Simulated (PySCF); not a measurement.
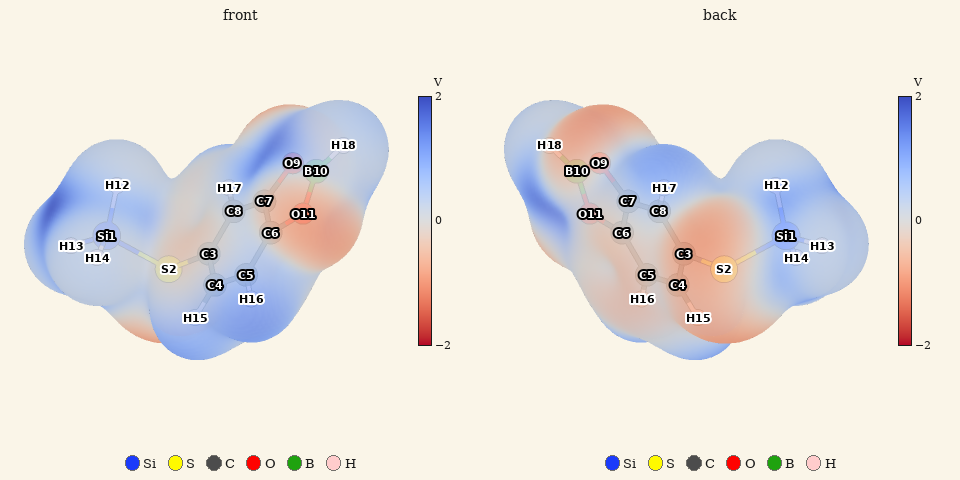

Figure 1: C$_{6}$H$_{7}$BO$_{2}$SSi (SMILES [SiH3]Sc1ccc2c(c1)OBO2). The molecular electrostatic potential painted on the density surface at 0.002 e/bohr³, seen from the front and from behind; red is negative and blue positive.

Geometry: GFN2-xTB.

Theory: PBE0/pcSseg-1, SCF density, gas phase, non-relativistic (PySCF).

```xyz
18

Si    3.4257    0.1179    0.0317
S     2.2289   -1.2745    1.1449
C     0.6362   -0.7700    0.5228
C     0.1159   -1.4089   -0.5973
C    -1.1230   -1.0644   -1.1133
C    -1.8139   -0.0595   -0.4652
C    -1.2871    0.5796    0.6660
C    -0.0553    0.2366    1.1840
O    -2.1750    1.5163    1.0876
B    -3.2349    1.4427    0.2180
O    -3.0287    0.4825   -0.7406
H     2.9920    1.4642    0.3857
H     4.7731   -0.1930    0.4715
H     3.2044   -0.1371   -1.3870
H     0.6940   -2.1916   -1.0636
H    -1.5316   -1.5587   -1.9793
H     0.3502    0.7157    2.0599
H    -4.1798    2.1086    0.2827
```

Q: Where is the surface potential most negative and most positive?

A: The most negative region (about −0.9 V) lies over S2, O9 and O11, the most positive (about +1.6 V) over Si1.
